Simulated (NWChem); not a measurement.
# SCAN-D3(BJ)/cc-pVTZ (density fitting with ahlrichs coulomb fitting, COSMO water) run of OCS (carbonyl sulfide)

What is the vertical singlet–triplet gap of OCS (carbonyl sulfide) at SCAN-D3(BJ)/cc-pVTZ (density fitting with ahlrichs coulomb fitting, COSMO water)? 

The calculation is run with NWChem 7.3.0.

2 further runs of the same task are left out: 2 set aside as unsound or not needed.

## (1) The structure to begin with

The species is OCS (3 atoms), meant as a singlet with charge 0. As SMILES, `O=C=S`. Geometry: relaxed at GFN2-xTB.

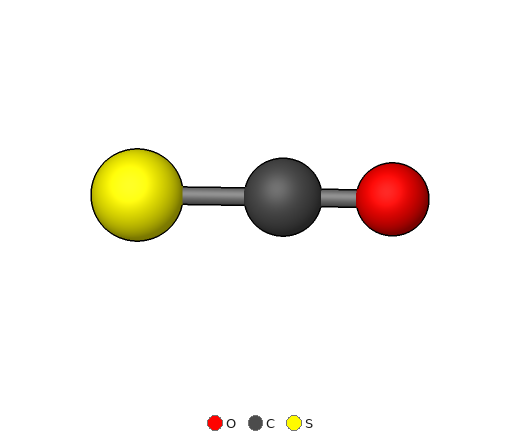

Viewed from a chosen angle; oxygen red, carbon dark grey, sulfur yellow.

## (2) The energy at SCAN-D3(BJ)/cc-pVTZ (density fitting with ahlrichs coulomb fitting, COSMO water)

Input file cos.nw:

```
start cos
title "COS"
memory stack 880 mb heap 220 mb global 1100 mb

geometry noautosym nocenter noautoz
O      0.917690     0.682680     0.579560
C      0.092740     0.066300     0.058350
S     -1.010430    -0.748980    -0.637910
end

basis spherical
O library cc-pVTZ
C library cc-pVTZ
S library cc-pVTZ
end

basis "cd basis" spherical
O library "ahlrichs coulomb fitting"
C library "ahlrichs coulomb fitting"
S library "ahlrichs coulomb fitting"
end

cosmo
solvent water
end

dft
xc scan
disp vdw 4
grid coarse
mulliken
noprint "final vectors analysis"
end

task dft energy
```

Started as:

```sh
$ nwchem cos.nw > cos.out
```

Log:

```text
[...]
          Wavefunction type:  closed shell.
          No. of atoms     :     3
          No. of electrons :    30
[...]
          Charge           :     0
          Spin multiplicity:     1
[...]
          AO basis - number of functions:    94
[...]
              XC Information
              --------------
                         SCAN Method XC Functional
                  SCAN metaGGA Exchange Functional  1.000
                        SCAN Correlation Potential  1.000
[...]
 d= 0,ls=0.0,diis     1   -511.4995154777 -5.92D+02  9.59D-03  8.81D-01     0.9
[...]
 d= 0,ls=0.0,diis     7   -511.5924938152 -9.28D-09  2.49D-07  1.81D-09     2.9
         Total DFT energy =     -511.592493815212
      One electron energy =     -862.994881348745
           Coulomb energy =      310.936987961984
    Exchange-Corr. energy =      -39.659291365129
 Nuclear repulsion energy =       80.187885431514
    Dispersion correction =       -0.000313108722
[...]
      Total Density - Mulliken Population Analysis
     ---------------------------------------------
    Atom       Charge   Shell Charges
 -----------   ------   -------------------------------------------------------
    1 O    8     8.14   1.94  1.01  0.25  0.52  1.28  2.06  1.03  0.00  0.03  0.00
    2 C    6     5.79   1.96  0.79  0.20  0.16  0.82  1.30  0.34  0.04  0.15  0.02
    3 S   16    16.07   2.00  1.87  1.12  0.21  0.65  5.82  2.37  0.87  1.06  0.06  0.04  0.01
[...]
```

Run time: 3.6 s. Hardware: 1 thread of AMD EPYC 9R45 (Zen 5), shared host; peak memory 0.12 GiB.

## (3) The triplet at the same level

Input file cos.nw:

```
start cos
memory stack 880 mb heap 220 mb global 1100 mb
charge 0

geometry noautosym nocenter noautoz
 O        0.917690       0.682680       0.579560
 C        0.092740       0.066300       0.058350
 S       -1.010430      -0.748980      -0.637910
end

basis spherical
 O library cc-pVTZ
 C library cc-pVTZ
 S library cc-pVTZ
end

basis "cd basis" spherical
 O library "ahlrichs coulomb fitting"
 C library "ahlrichs coulomb fitting"
 S library "ahlrichs coulomb fitting"
end

cosmo
 solvent water
end

dft
 xc scan
 mult 3
 disp vdw 4
 grid coarse
 iterations 150
 mulliken
end

task dft energy
```

Started as:

```sh
$ nwchem cos.nw > cos.out
```

Log:

```text
[...]
          Wavefunction type:  spin polarized.
          No. of atoms     :     3
          No. of electrons :    30
[...]
          Charge           :     0
          Spin multiplicity:     3
[...]
          AO basis - number of functions:    94
[...]
              XC Information
              --------------
                         SCAN Method XC Functional
                  SCAN metaGGA Exchange Functional  1.000
                        SCAN Correlation Potential  1.000
[...]
 d= 0,ls=0.0,diis     1   -511.3174058851 -5.92D+02  7.29D-03  2.01D-01     1.0
[...]
 d= 0,ls=0.0,diis     7   -511.4056749144 -5.28D-07  3.64D-06  1.80D-07     4.1
[...]
         Total DFT energy =     -511.405674914414
      One electron energy =     -862.687087163890
           Coulomb energy =      310.884730482963
    Exchange-Corr. energy =      -39.717020374427
 Nuclear repulsion energy =       80.187885431514
    Dispersion correction =       -0.000313108722
[...]
      Total Density - Mulliken Population Analysis
     ---------------------------------------------
    Atom       Charge   Shell Charges
 -----------   ------   -------------------------------------------------------
    1 O    8     8.16   1.94  1.01  0.25  0.52  1.29  2.05  1.05  0.01  0.03  0.00
    2 C    6     5.99   1.96  0.75  0.19  0.16  0.90  1.43  0.44  0.04  0.11  0.02
    3 S   16    15.85   2.00  1.87  1.16  0.22  0.63  5.82  2.22  0.84  0.89  0.13  0.07  0.01
[...]
      <S2> =      2.0129 (Exact =     2.0000)
[...]
```

Wall time 4.8 s (1 thread of AMD EPYC 9R45 (Zen 5), shared host); peak memory 0.13 GiB.

## (4) Summary of results

At SCAN-D3(BJ)/cc-pVTZ (density fitting with ahlrichs coulomb fitting, COSMO water):

| quantity | value |
| --- | --- |
| singlet: total energy | -511.59249 Eh |
| singlet: dipole moment | 0.97 D |
| singlet: HOMO energy | -7.72 eV |
| singlet: LUMO energy | -1.41 eV |
| singlet: HOMO–LUMO gap | 6.31 eV |
| singlet: dispersion energy | -0.82 kJ/mol |
| singlet: solvent term in the energy | -3.7 kJ/mol |
| triplet: total energy | -511.40567 Eh |
| triplet: dipole moment | 2.18 D |
| triplet: HOMO energy (highest over α and β) | -2.52 eV |
| triplet: dispersion energy | -0.82 kJ/mol |
| triplet: solvent term in the energy | -7.2 kJ/mol |
| triplet: ⟨S²⟩ | 2.013 |
| vertical energy of the triplet above the singlet | 5.084 eV |

What this shows: At this shape the triplet lies 5.08 eV (117 kcal/mol) above the singlet. Mulliken charges (singlet) run from -0.14 on O1 to +0.21 on C2.
